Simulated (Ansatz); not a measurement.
Input

```
crystal:
  periodic: [false, false, false]
  atoms:
    - { symbol: Ta, position_ang: [0.0, 0.0, 0.0] }
    - { symbol: "N", position_ang: [2.51, 0.0, 0.0] }
    - { symbol: H, position_ang: [3.04, -0.5118, 0.762] }
    - { symbol: H, position_ang: [3.04, 0.5118, -0.762] }
    - { symbol: F, position_ang: [0.0, 0.0, 1.93] }
    - { symbol: F, position_ang: [0.0, 0.0, -1.93] }
    - { symbol: F, position_ang: [-0.965, 1.6714, 0.0] }
    - { symbol: F, position_ang: [-0.965, -1.6714, 0.0] }
    - { symbol: Cl, position_ang: [0.8734, -2.2249, 1.3999] }
    - { symbol: H, position_ang: [2.1754, -1.1755, 0.7396] }
basis:
  gaussian: { orbitals: def2-SVP }
hamiltonian:
  xc: b3lyp
  dispersion: d4
relax:
  f_tol: 0.15
  max_steps: 25
  restrain:
    - { distance: [0, 8], at: 2.47, k: 30.0 }
    - { distance: [9, 1], at: 1.06, k: 30.0 }
    - { distance: [0, 1], at: 3.36, k: 30.0 }
    - { distance: [9, 8], at: 2.57, k: 30.0 }
output:
  orbitals: {}
```

Run with:

```sh
ansatz run input.yaml --threads 4 --pin off --max-ram 5120MiB --backend cpu --events-out ev --progress --plain --runs-dir out
```

The fields are those of the run's last geometry, not of the input's.

Core potentials replace the inner electrons of Ta; not at a stationary point (largest force 1.3 eV/Å).

All numbers below come from RKS B3LYP-D4/def2-SVP (Ansatz).

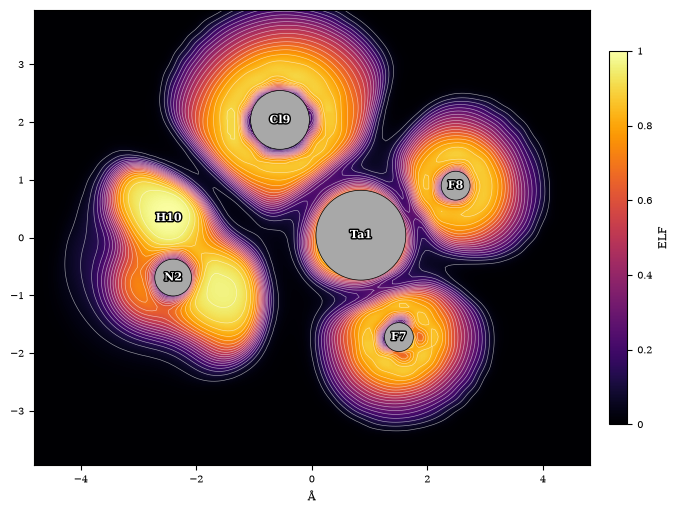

ClF₄Ta···NH₃. ELF on the plane of atoms F8, Ta1 and Cl9. Grey discs cover the atomic cores.

> What do the fields say about this system?

- The plane passes through Ta, N, F, Cl and H nuclei.
- Ta1···N2 (3.33 Å): the ELF dips to about 0 between them.
- Ta–F (1.85 Å): the ELF peaks at about 0.85 in the valence shell of F, 0.5 Å from its nucleus, and drops to about 0.25 between the two atoms.
- Ta–Cl (2.44 Å): the ELF peaks at about 0.85 in the valence shell of Cl, 0.8 Å from its nucleus, and is about 0.35 at the midpoint.
- N–H (1.04 Å): the ELF climbs to about 1 towards the hydrogen, as it does in any bond to H: a covalent bond by its length.
